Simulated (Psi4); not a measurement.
# C2F3 (trifluorovinyl radical) at U-r2SCAN/aug-cc-pVDZ

Aim: the vertical electron affinity of C2F3 (trifluorovinyl radical) at U-r2SCAN/aug-cc-pVDZ, from 2 runs. 

Program for the calculation: Psi4 1.11.

7 further runs of the same task are left out: 7 that didn't finish.

### Step 1. The structure to begin with

The species is C2F3 (5 atoms), meant as a doublet with charge 0. As SMILES, `F[C]=C(F)F`. Geometry: relaxed at PBE0-D4/def2-TZVP.

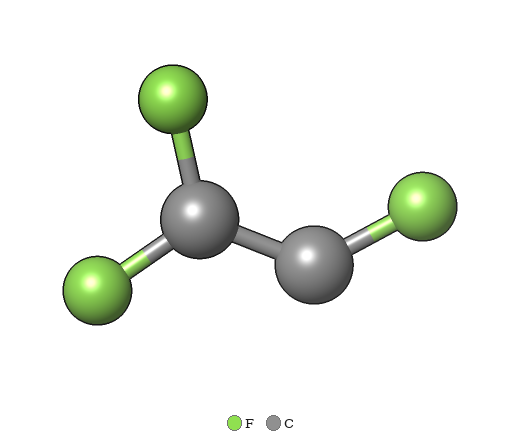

Viewed from a chosen angle; fluorine green, carbon grey.

### Step 2. A single-point energy at U-r2SCAN/aug-cc-pVDZ

The input, run.py:

```python
import psi4

psi4.set_memory('2200 MB')
psi4.set_num_threads(1)
psi4.core.set_output_file('c2f3.out', False)

m = psi4.geometry("""
0 2
F      0.577720    -1.033470     1.511080
C      0.506940     0.038840     0.785720
C     -0.126500     0.247860    -0.343200
F     -0.848620    -0.650470    -0.980670
F     -0.109540     1.397240    -0.972920
symmetry c1
no_reorient
no_com
""")

options = {'reference': 'uks', 'puream': True, 'e_convergence': 1e-09, 'd_convergence': 1e-08, 'scf_type': 'pk', 'dft_radial_points': 99, 'dft_spherical_points': 590, 'maxiter': 100}
psi4.set_options(options)

e = psi4.energy('r2scan/aug-cc-pVDZ')
print(f'total energy {e:.8f} hartree = {e * 27.211386:.5f} eV')
```

On the command line:

```sh
$ python run.py
```

c2f3.out:

```text
[...]
  Running in c1 symmetry.
[...]
  Nuclear repulsion =  163.403943792540275
[...]
  Multiplicity = 2
[...]
  Nalpha       = 20
  Nbeta        = 19
[...]
    Number of basis functions: 115
[...]
   @UKS iter   1:  -375.37508256118576   -1.07251e-01   3.95935e-03 DIIS/ADIIS
[...]
   @UKS iter  16:  -375.48180638160699   -6.99174e-12   5.28285e-09 DIIS
[...]
   @S^2 Observed:                7.673879265E-01
[...]
    Orbital Energies [Eh]
    ---------------------
    Alpha Occupied:
       1A    -24.593989     2A    -24.575912     3A    -24.573590
       4A    -10.235893     5A    -10.179709     6A     -1.280868
       7A     -1.266113     8A     -1.222239     9A     -0.780300
      10A     -0.632179    11A     -0.582158    12A     -0.569621
      13A     -0.513009    14A     -0.485779    15A     -0.473750
      16A     -0.440137    17A     -0.427197    18A     -0.409801
      19A     -0.285546    20A     -0.250747
    Alpha Virtual:
      21A     -0.010791    22A      0.002803    23A      0.024709
      24A      0.054986    25A      0.066796    26A      0.086130
[...]
  @UKS Final Energy:  -375.48180638160699
   => Energetics <=
    Nuclear Repulsion Energy =            163.4039437925402751
    One-Electron Energy =                -843.4704963215867792
    Two-Electron Energy =                 346.5862961224559058
    DFT Exchange-Correlation Energy =     -42.0015499750163954
    Empirical Dispersion Energy =           0.0000000000000000
    VV10 Nonlocal Energy =                  0.0000000000000000
    Total Energy =                       -375.4818063816069866
[...]
 Multipole Moments:
 ------------------------------------------------------------------------------------
     Multipole            Electronic (a.u.)      Nuclear  (a.u.)        Total (a.u.)
 ------------------------------------------------------------------------------------
 L = 1.  Multiply by 2.5417464519 to convert [e a0] to [Debye]
 Dipole X            :          2.2214014           -2.1567822            0.0646192
 Dipole Y            :          1.6152809           -1.6253534           -0.0100726
 Dipole Z            :          2.6172623           -2.5085547            0.1087076
 Magnitude           :                                                    0.1268638
[...]
```

On the terminal:

```text
total energy -375.48180638 hartree = -10217.38037 eV
```

Run time: 51 s. Hardware: 1 thread of Intel Xeon 6975P-C (Granite Rapids), shared host; peak memory 0.8 GiB.

### Step 3. The singlet anion: energy and gradient at r2SCAN/aug-cc-pVDZ

The input, input.dat:

```
memory 2200 MB

molecule {
  -1 1
  F      0.577720    -1.033470     1.511080
  C      0.506940     0.038840     0.785720
  C     -0.126500     0.247860    -0.343200
  F     -0.848620    -0.650470    -0.980670
  F     -0.109540     1.397240    -0.972920
  units angstrom
  symmetry c1
  no_reorient
  no_com
}

set {
  puream               true
  e_convergence        1e-09
  d_convergence        1e-08
  scf_type             pk
  dft_radial_points    99
  dft_spherical_points 590
}

e, wfn = gradient('r2scan/aug-cc-pVDZ', return_wfn=True)
oeprop(wfn, 'MAYER_INDICES', 'MULLIKEN_CHARGES', 'QUADRUPOLE')
print_variables()
```

On the command line:

```sh
$ psi4 -n 1 input.dat output.dat
```

output.dat, shortened:

```text
[...]
  Running in c1 symmetry.
[...]
  Nuclear repulsion =  163.403943792540275
[...]
  Multiplicity = 1
[...]
  Nalpha       = 20
  Nbeta        = 20
[...]
    Number of basis functions: 115
[...]
   @RKS iter   1:  -375.23222439257995    3.56071e-02   6.35064e-03 DIIS/ADIIS
[...]
   @RKS iter  14:  -375.52661977403665   -8.46967e-12   4.93810e-09 DIIS
[...]
  @RKS Final Energy:  -375.52661977403665
   => Energetics <=
    Nuclear Repulsion Energy =            163.4039437925402751
    One-Electron Energy =                -853.3609338107988833
    Two-Electron Energy =                 356.7201977041500527
    DFT Exchange-Correlation Energy =     -42.2898274599281265
    Empirical Dispersion Energy =           0.0000000000000000
    VV10 Nonlocal Energy =                  0.0000000000000000
    Total Energy =                       -375.5266197740366465
[...]
  -Total Gradient:
     Atom            X                  Y                   Z
    ------   -----------------  -----------------  -----------------
       1        0.013813809266     0.080760877948    -0.024128827870
       2       -0.037132473240    -0.115767591718     0.006970993640
       3       -0.029619931712     0.034979608680    -0.067189564996
       4        0.046099943829     0.036539157969     0.052591019948
       5        0.006847839470    -0.036426025934     0.031721860360
[...]
 Multipole Moments:
 ------------------------------------------------------------------------------------
     Multipole            Electronic (a.u.)      Nuclear  (a.u.)        Total (a.u.)
 ------------------------------------------------------------------------------------
 L = 1.  Multiply by 2.5417464519 to convert [e a0] to [Debye]
 Dipole X            :          1.2566974           -2.1567822           -0.9000848
 Dipole Y            :          0.9952113           -1.6253534           -0.6301422
 Dipole Z            :          1.4341569           -2.5085547           -1.0743978
 Magnitude           :                                                    1.5367376
 L = 2.  Multiply by 1.3450342976 to convert [e a0^2] to [Debye ang]
 Quadrupole XX       :        -65.0372911           40.1072730          -24.9300181
 Quadrupole XY       :          5.0200305           -6.6170453           -1.5970148
[...]
  Mulliken Charges: (a.u.)
   Center  Symbol    Alpha    Beta     Spin     Total
[...]
```

Run time: 40 s. Hardware: 1 thread of Intel Xeon 6975P-C (Granite Rapids), shared host; peak memory 0.8 GiB.

### Step 4. What came out

Level: U-r2SCAN/aug-cc-pVDZ.

| quantity | value |
| --- | --- |
| doublet C2F3: total energy | -375.48181 Eh |
| doublet C2F3: dipole moment | 0.32 D |
| doublet C2F3: HOMO energy (highest over α and β) | -6.47 eV |
| doublet C2F3: LUMO energy (lowest over α and β) | -4.03 eV |
| doublet C2F3: ⟨S²⟩ | 0.767 |
| singlet anion: total energy | -375.52662 Eh |
| singlet anion: HOMO energy | 1.80 eV |
| singlet anion: LUMO energy | 4.45 eV |
| singlet anion: HOMO–LUMO gap (to an unbound level, set by the basis) | 2.64 eV |
| singlet anion: largest force on an atom | 6.262 eV/Å |
| vertical electron affinity (to the singlet anion) | 1.219 eV |

What this shows: At fixed nuclei the extra electron is bound by 1.22 eV (118 kJ/mol). Mulliken charges (singlet anion) run from -0.50 on F4 to +0.63 on C3; in a basis this large or diffuse they mean little. The HOMO (singlet anion) lies at positive energy, 1.80 eV, as semi-local functionals often give for anions; only total energies tell whether the electron is bound.
